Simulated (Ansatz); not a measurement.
**B2FH5Si (SMILES FBB[SiH3]): density, localisation and related maps**

Input

```
crystal:
  periodic: [false, false, false]
  atoms:
    - symbol: B
      position_ang: [2.355696, 0.069747, -0.252968]
    - symbol: B
      position_ang: [1.222315, 0.420039, 0.906214]
    - symbol: F
      position_ang: [3.673761, 0.215660, -0.091407]
    - symbol: Si
      position_ang: [0.608375, -0.919719, 2.290080]
    - symbol: H
      position_ang: [1.997174, -0.386488, -1.309177]
    - symbol: H
      position_ang: [0.665660, 1.476547, 0.939534]
    - symbol: H
      position_ang: [1.134310, -2.295930, 2.093428]
    - symbol: H
      position_ang: [1.107723, -0.415098, 3.602197]
    - symbol: H
      position_ang: [-0.877165, -0.987284, 2.353424]
basis:
  gaussian:
    orbitals: def2-TZVPD
output: {forces: true, orbitals: {seedname: orbitals}}
hamiltonian:
  xc: {name: PBE0}
```

Launched as:

```sh
ansatz run input.yaml --threads 2 --pin off --max-ram 4350MiB --events-out events.jsonl --progress --plain --runs-dir runs
```

Geometry: B3LYP-D3(BJ)/6-311G**.

The calculation used isolated molecule in a Gaussian basis; Kohn-Sham density functional theory, functional PBE0 in Ansatz.

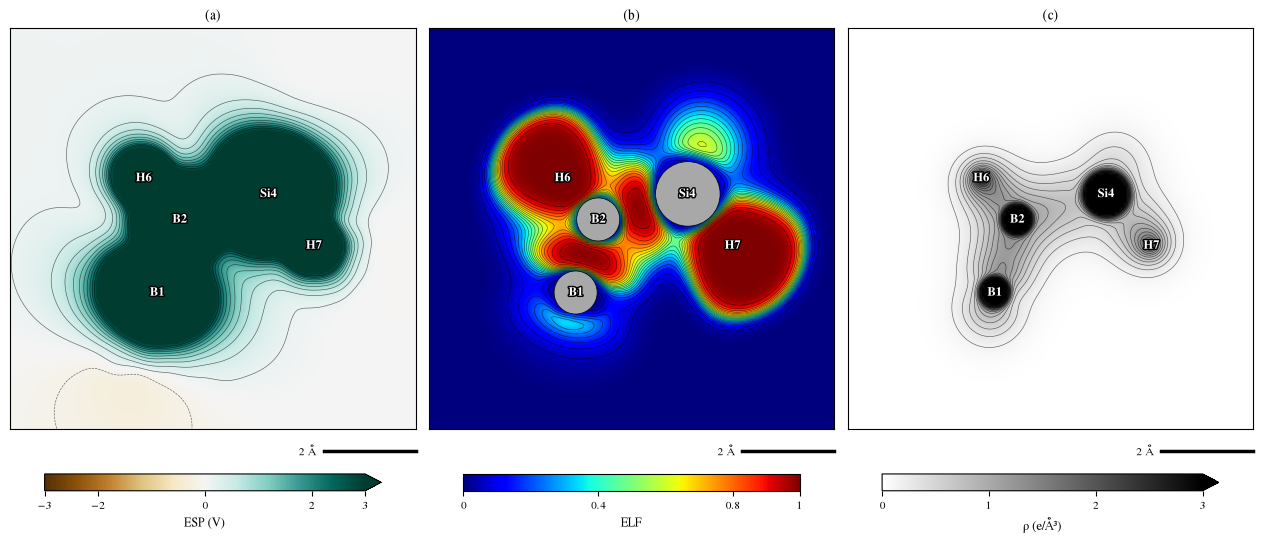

Figure 1. (a) electrostatic potential; (b) electron localisation function; (c) electron density on the plane of atoms B1, B2 and Si4. Grey discs cover the atomic cores in the ELF map.

Describe what can be read from this map.

Answer.
- Atoms in the plane: B, Si and H.
- B–B (1.66 Å): the density is about 1.2 e/Å³ at the midpoint; the ELF peaks at about 1 between the atoms, as expected for localised, covalent bonding.
- Si–B (2.02 Å): the density is about 0.77 e/Å³ at the midpoint; the ELF peaks at about 1 between the atoms; a covalent bond.
- B–H (1.19 Å): the density is about 1.3 e/Å³ at the midpoint; the ELF climbs to about 1 towards the hydrogen, as it does in any bond to H; an ordinary covalent bond to hydrogen.
- Si–H (1.49 Å): the density is about 0.8 e/Å³ at the midpoint; the ELF climbs to about 1 towards the hydrogen.
- Outside the dense part of the molecule the potential is most negative (−0.3 V) near F3, which lies off the plane.

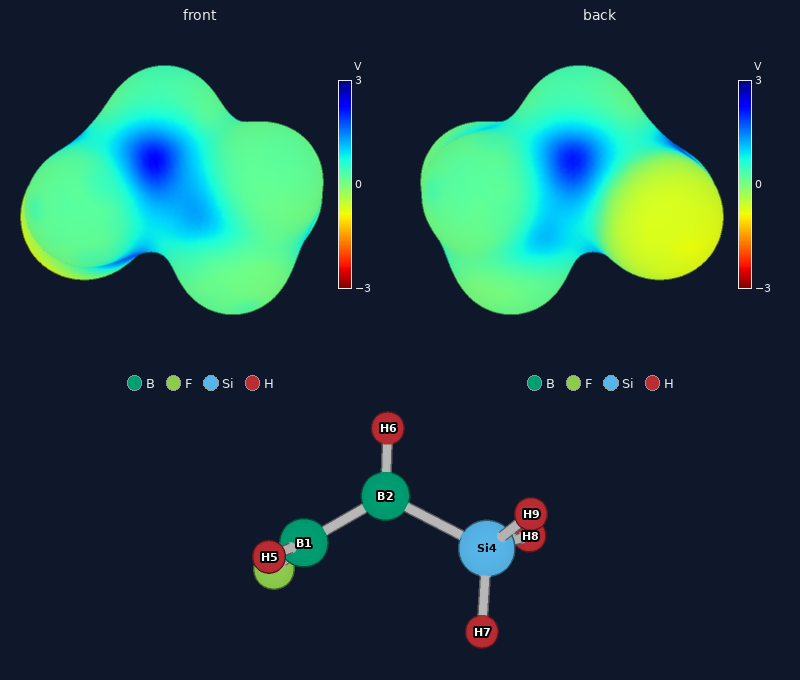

Figure 2. The electrostatic potential painted on the density surface at 0.002 e/bohr³, seen from the front and from behind; the colour scale runs from red (negative) to blue (positive). The bare structure is drawn below in the same view.

Where is the surface potential most negative and most positive?

Answer. The most negative region (about −0.8 V, or −18 kcal/mol for a unit charge) lies over F3, the most positive (about +2.1 V, or +48 kcal/mol for a unit charge) over B2.

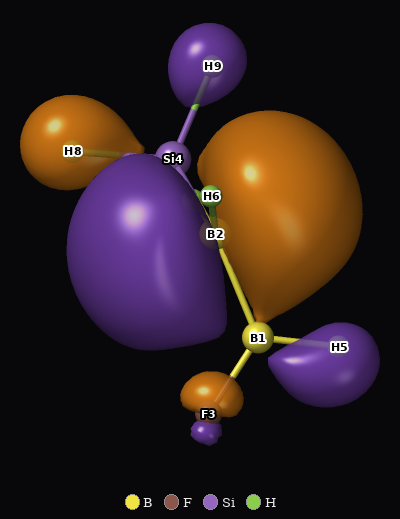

Figure 3. The LUMO at ±0.08 Å⁻³ᐟ² (orange and purple are the two phases), seen at an oblique angle.

Describe this orbital and give its energy.

Answer. By Hirshfeld shares it lies mainly on B2 (about 55 %), Si4 (about 15 %) and B1 (about 10 %). Its energy is −2.67 eV.
